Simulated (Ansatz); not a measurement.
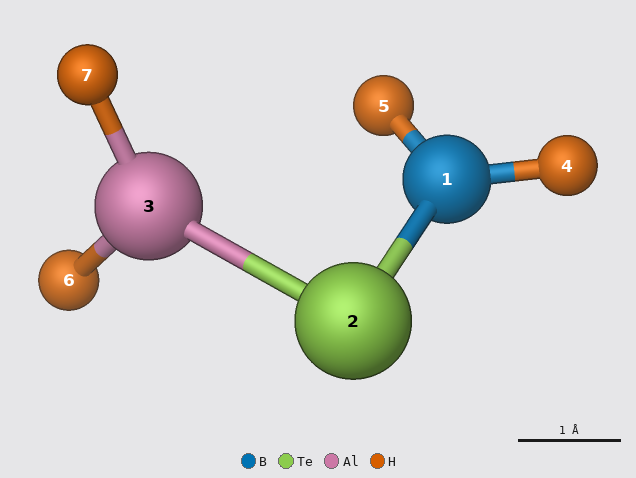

(Drawn from a calculation with Ansatz.)

The view is orthographic, and the bar gives the scale. Geometry: atoms displaced at random (about 0.03 Å) from a stationary point of GFN2-xTB.

Give an XYZ file in the frame of the picture: x to the right, y up, z towards the viewer, origin at the mean of the atomic positions.

```xyz
7
AlBH4Te
B    1.51   0.11  -0.02
Te   0.58  -1.28   1.28
Al  -1.42  -0.16   0.12
H    2.69   0.24  -0.05
H    0.88   0.83  -0.76
H   -2.21  -0.88  -1.13
H   -2.03   1.14   0.56
```
